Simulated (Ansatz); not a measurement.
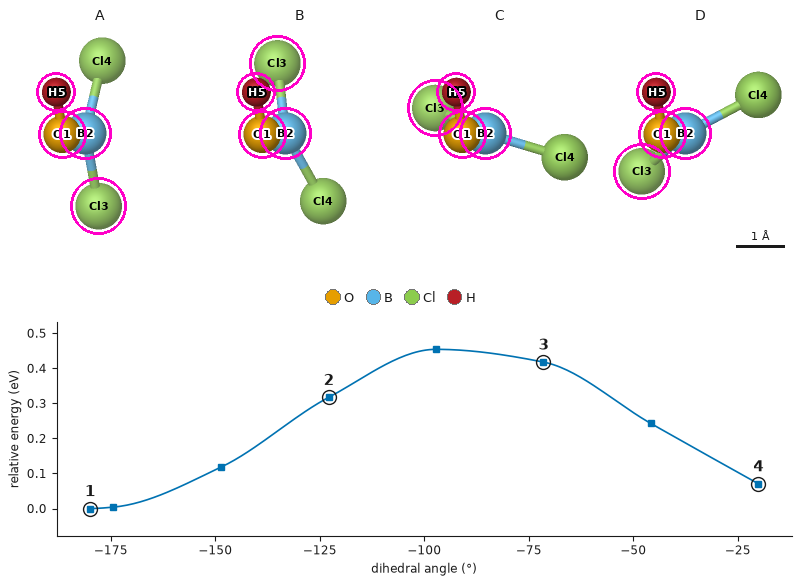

Energy scan for BHOCl2, in which the H5–O1–B2–Cl3 dihedral angle is varied, with the rest of the molecule carried along rigidly. The frames are shuffled; the numbered points of the plot belong to them. A ball-and-stick model, seen almost along the central bond, with a slight tilt. The ringed atoms are those of the scanned coordinate.

Level of theory: r2SCAN-D4 (def2-TZVPP, Ansatz), on geometries moved rigidly from the minimum at PBE0-D4/def2-TZVP. Energies are counted from the PBE0-D4/def2-TZVP minimum geometry at the same level.

> Match the frames to the points.

Point 1 is frame A (the dihedral −180.0°, 0.000 eV); 2 is frame D (the dihedral −122.9°, 0.317 eV); 3 is frame C (the dihedral −71.5°, 0.418 eV); 4 is frame B (the dihedral −20.1°, 0.071 eV). Of the computed points the lowest is at the dihedral −180.0°, 0.000 eV. A local maximum lies at −97.2° (0.454 eV). The highest point, at −97.2°, lies 0.454 eV above the lowest and gives an upper estimate of the barrier to rotation, since the rotor is rigid.
